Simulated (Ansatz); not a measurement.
Start from Be$_{2}$C (space group Fm-3m, No. 225; a = 4.328 Å).

Perturbation: every lattice vector is shortened by 0.50 %, atoms relaxed at fixed cell.

The values are results of plane-wave PAW DFT at the PBE level (Ansatz, a program for electronic structure, 420 eV), without spin-orbit coupling, not measurements.

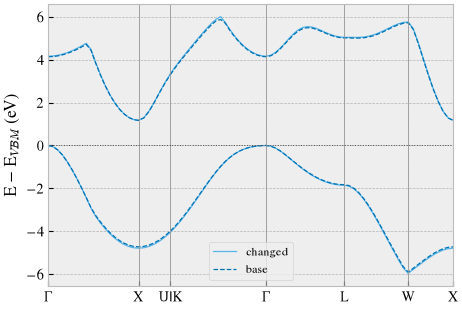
Fig. 1. Highest valence and lowest conduction band along the path, each from its own valence-band maximum

Problem. From the figure, how large is the changed gap, and is it direct?

Solution. About 1.2 eV, indirect, Γ → X.

The cells carry an imposed strain or load. Gaps are read on the SCF mesh and a high-symmetry path. Whether these cells are dynamically stable was not tested.
